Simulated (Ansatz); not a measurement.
# FH₅N₂OSi: what the fields show

```yaml
atoms:
  - { symbol: F, position_ang: [0.9898, -2.1734, 0.4860] }
  - { symbol: N, position_ang: [-1.3665, -1.1678, -0.1721] }
  - { symbol: N, position_ang: [0.6607, 0.3681, 1.0742] }
  - { symbol: O, position_ang: [1.0054, -0.3370, -1.6075] }
  - { symbol: Si, position_ang: [0.3403, -0.9575, -0.3721] }
  - { symbol: H, position_ang: [-1.6832, -2.0480, 0.2210] }
  - { symbol: H, position_ang: [-1.9273, -0.9325, -0.9837] }
  - { symbol: H, position_ang: [1.1896, -0.0208, 1.8562] }
  - { symbol: H, position_ang: [-0.2298, 0.7299, 1.4177] }
  - { symbol: H, position_ang: [1.1982, 1.1265, 0.6514] }
```

Geometry: B3LYP/6-31G*.

Level of theory: isolated molecule in a Gaussian basis; Kohn-Sham density functional theory, functional PBE0 in Ansatz 0.2.0.

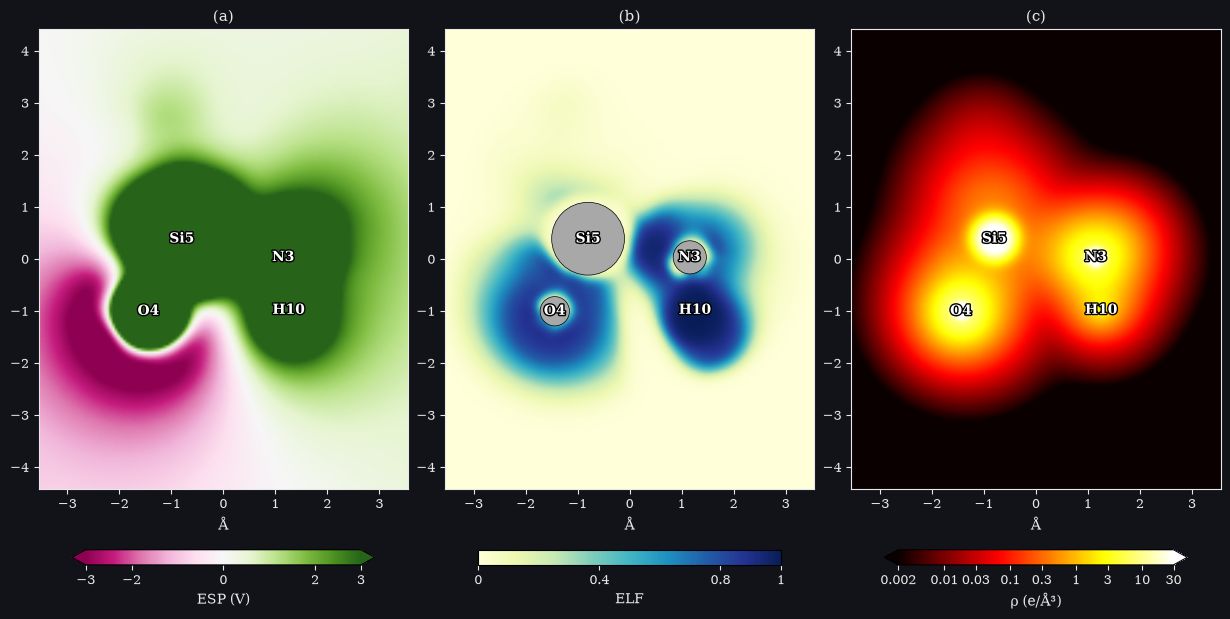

Figure 1. (a) electrostatic potential; (b) electron localisation function; (c) total electron density on the plane of atoms Si5, N3 and H10. Grey discs cover the atomic cores in the ELF map.

Read the bonding off the picture.

- The section cuts through N, O, Si and H sites.
- Si–O (1.53 Å): ρ is about 1.5 e/Å³ halfway; the ELF peaks at about 0.80 between the atoms, as expected for a polar covalent bond.
- N–H (1.02 Å): ρ at the midpoint is about 2.9 e/Å³; the ELF climbs to about 1 towards the hydrogen, as it does in any bond to H (an ordinary covalent bond to hydrogen).
- Si–N (1.99 Å): ρ at the midpoint is about 0.66 e/Å³; the ELF peaks at about 0.95 between the atoms, as expected for a polar covalent bond.
- The ELF also peaks beside O4, away from the bonds: lone-pair regions.
- Outside the dense part of the molecule the potential is most negative (−3.6 V) near O4.

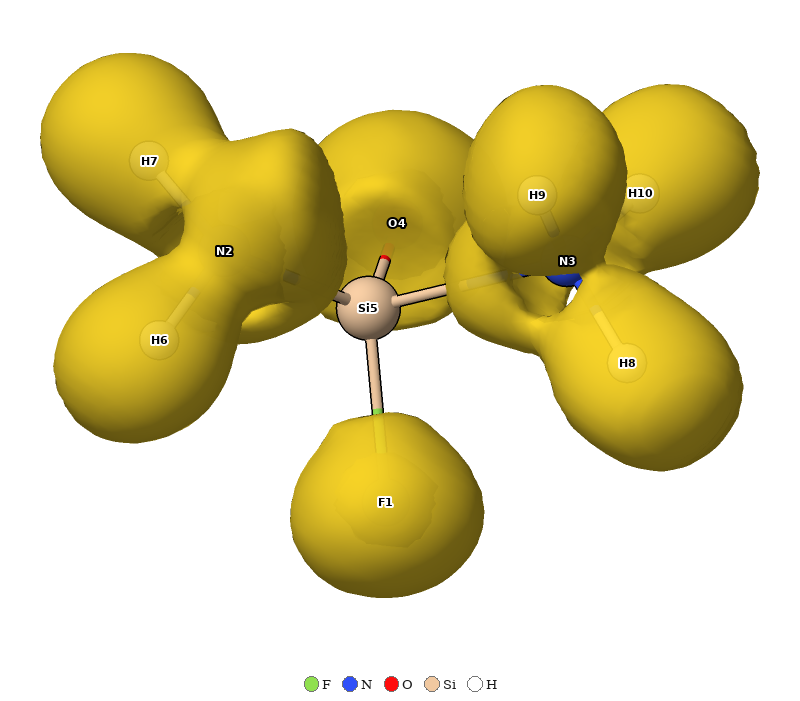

Figure 2. Isosurface of the electron localisation function at 0.75 (yellow), seen from one side. Core shells and regions of very low density are left out.

What do the ELF domains correspond to?

The surface consists of one region wrapped around F (its lone pairs, merged into a ring or cap), one region wrapped around O (its lone pairs, merged into a ring or cap) and two joined regions spread over several atoms (H, N), in which their bonds and any lone pairs are merged. Along the contacts the grid gives the following. Si–F (1.62 Å): the ELF peaks at about 0.85 in the valence shell of F, 0.6 Å from its nucleus, and is about 0.55 at the midpoint.

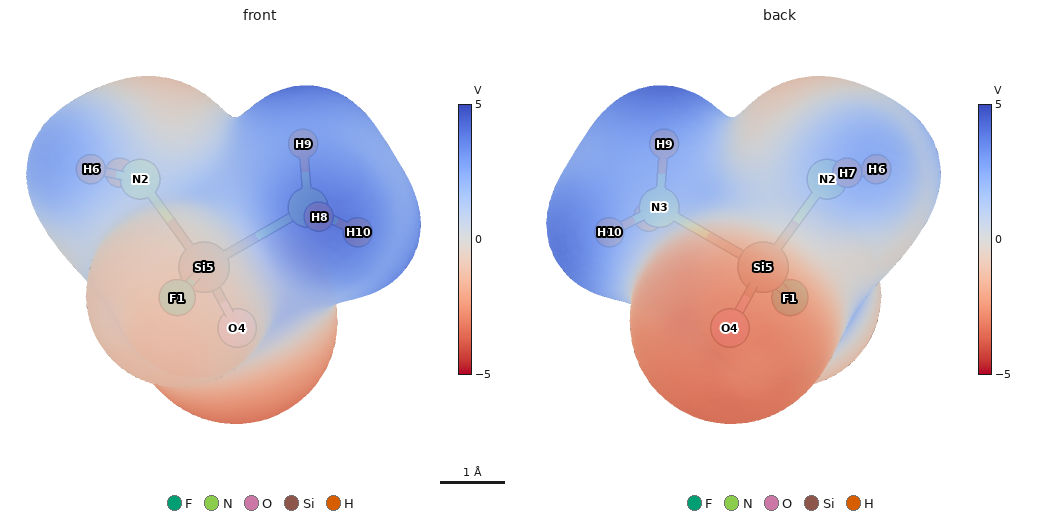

Figure 3. The electrostatic potential painted on the density surface at 0.004 e/bohr³, seen from the front and from behind; red is negative and blue positive.

Describe the electrostatic potential map.

The most negative region (about −3.3 V, or −76 kcal/mol for a unit charge) lies over O4, the most positive (about +4.0 V, or +92 kcal/mol for a unit charge) over H8 and H9. O4 is the likeliest acceptor of a hydrogen bond.
